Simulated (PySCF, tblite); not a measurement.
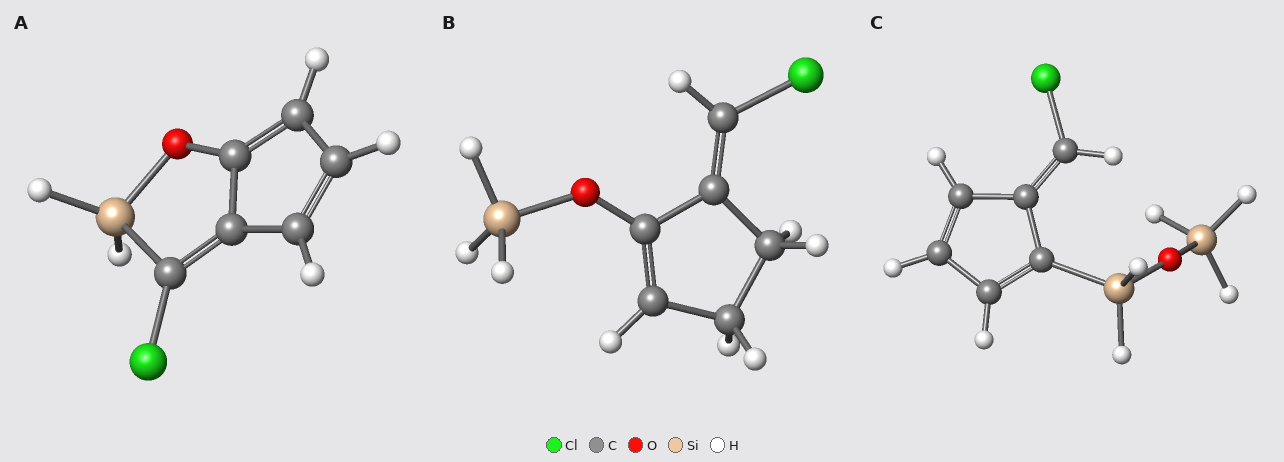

The picture comes from a calculation with PySCF and tblite.

```xyz
18
charge 0, multiplicity 1
Si    3.0471    0.3536   -0.2429
O     1.4808    0.7792   -0.1029
C     0.3530    0.0581   -0.0300
C     0.1994   -1.2698   -0.0564
C    -1.2377   -1.6706    0.0534
C    -1.9993   -0.3365    0.1559
C    -0.9385    0.7268    0.0977
C    -1.1082    2.0448    0.1506
Cl   -2.6628    2.7637    0.3003
H     3.6376    1.6813   -0.2560
H     3.2711   -0.4037   -1.4755
H     3.4647   -0.4631    0.8980
H     0.9955   -1.9873   -0.1441
H    -1.4011   -2.2993    0.9319
H    -1.5485   -2.2491   -0.8197
H    -2.5609   -0.2590    1.0878
H    -2.7087   -0.2095   -0.6629
H    -0.2923    2.7467    0.1032
```

### Which panel shows the molecule in this file?

B. The file holds C6H9ClOSi, `[SiH3]OC1=CCC/C1=C\Cl`.
